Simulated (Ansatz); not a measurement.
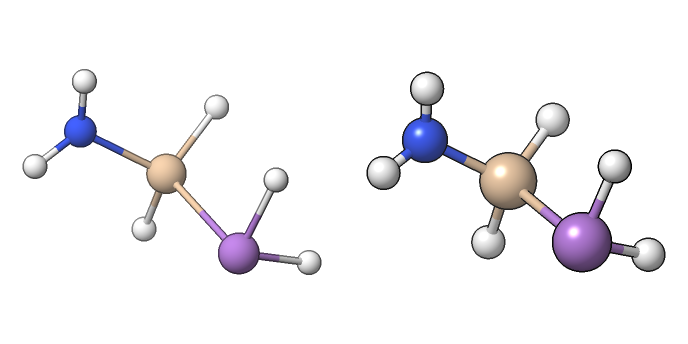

The same structure drawn twice, from different directions. Colours: silicon light orange, hydrogen white, nitrogen blue, arsenic purple.

Computed geometry: PBE0-D4/def2-TZVP optimisation.

Question: Count the atoms of each element.

Answer: AsH₆NSi, 9 atoms: 1 arsenic, 6 hydrogen, 1 nitrogen and 1 silicon.

Question: Give the symmetry (Schoenflies symbol).

Answer: C1.

Question: How many bonds of each kind are drawn?

Answer: 2 Si–H, 2 As–H, 2 N–H, 1 As–Si, 1 N–Si. Sticks follow a distance rule.

More results for the same structure follow; atom numbers are the same in all pictures, views and colours differ.

## Electronic properties

Properties computed with RKS PBE0-D4/def2-TZVP (Ansatz 0.2.0).

What does the calculation give?

- dipole moment: 1.32 D
- dispersion correction: −14.9 kJ/mol

## Charges

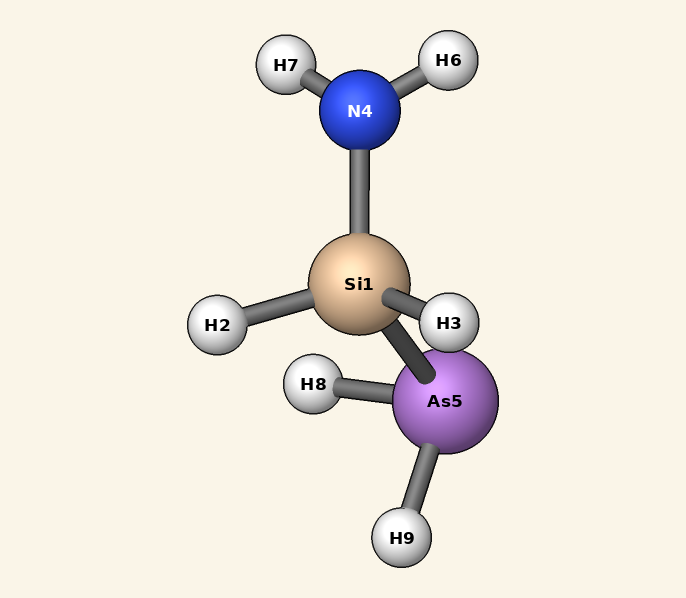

The questions are on Mulliken charges. Method: RKS PBE0-D4/def2-TZVP (Ansatz 0.2.0).

List the Mulliken charges.

```json
{"atom": "Si1", "value (e)": "0.29"}
{"atom": "H2", "value (e)": "−0.02"}
{"atom": "H3", "value (e)": "−0.02"}
{"atom": "N4", "value (e)": "−0.63"}
{"atom": "As5", "value (e)": "−0.23"}
{"atom": "H6", "value (e)": "0.24"}
{"atom": "H7", "value (e)": "0.24"}
{"atom": "H8", "value (e)": "0.06"}
{"atom": "H9", "value (e)": "0.07"}
```

## Vibrations

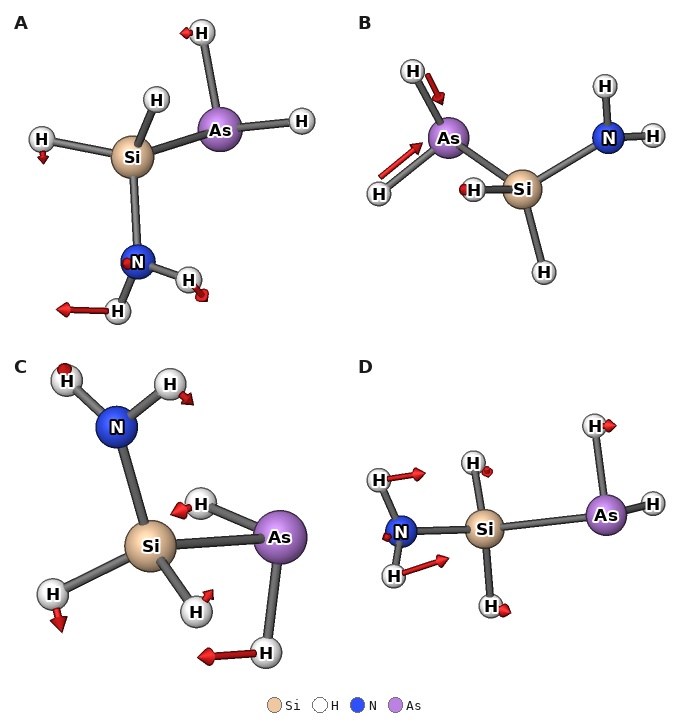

4 normal modes of one molecule or complex, as arrows. Harmonic vibrations computed with RKS PBE0-D4/def2-TZVP (Ansatz 0.2.0) at a stationary point of the same level.

Question: Match the panels to the wavenumbers 149 cm⁻¹, 403 cm⁻¹, 575 cm⁻¹, 2199 cm⁻¹.

Answer: A: 149 cm⁻¹
B: 2199 cm⁻¹, in-phase stretching of 2 As–H bonds
C: 575 cm⁻¹, H–As–Si bending
D: 403 cm⁻¹

## Thermal motion

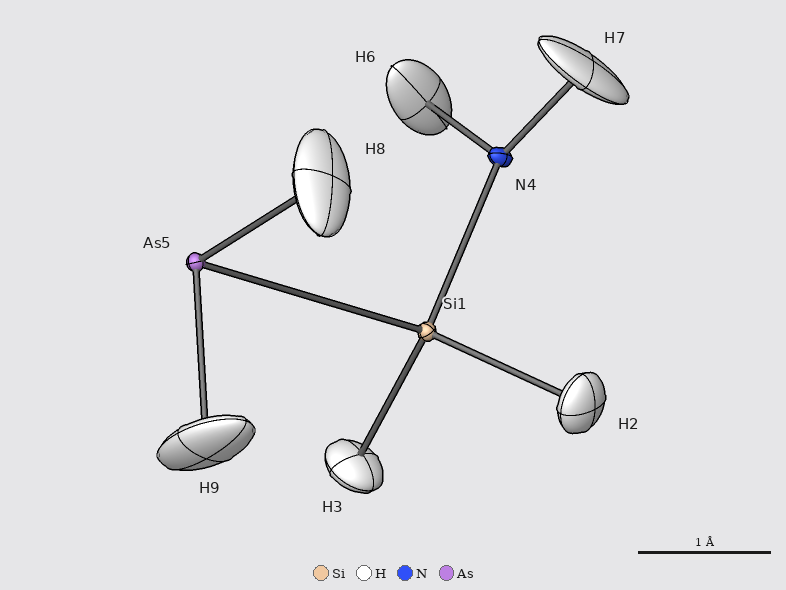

Displacement ellipsoids at the 50 % level, from the internal vibrations of the free molecule (harmonic, no overall translation or rotation; no half-axis is drawn under 0.075 Å). Vibrations computed with RKS PBE0-D4/def2-TZVP (Ansatz 0.2.0). Temperature: 100 K.

List U_eq and the three principal root-mean-square amplitudes for each kind of atom.

```
atom  U_eq (Å²)   rms amplitudes (Å)
 Si1    0.00093  0.023, 0.030, 0.037
  H2     0.0192  0.089, 0.154, 0.161
  H3     0.0196  0.089, 0.156, 0.163
  N4     0.0024  0.029, 0.034, 0.072
 As5    0.00016  0.004, 0.008, 0.020
  H6     0.0358  0.071, 0.142, 0.287
  H7     0.0371  0.072, 0.139, 0.294
  H8     0.0431  0.087, 0.172, 0.303
  H9     0.0444  0.087, 0.180, 0.306
```

Mulliken values depend strongly on the basis set and can even reverse the polarity of a bond.
